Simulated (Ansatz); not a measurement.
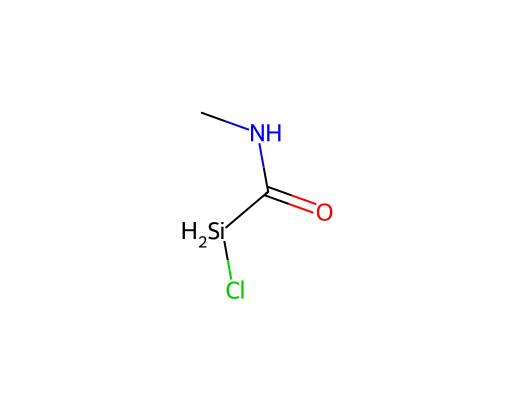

Figure made from data computed with Ansatz.

Question: Give its SMILES.

Answer: CNC(=O)[SiH2]Cl

Question: What is the molecular formula?

Answer: C2H6ClNOSi.

Question: An optimisation with PBE-D4/def2-SVP gave a structure of which point group?

Answer: Cs. Other conformers may differ.
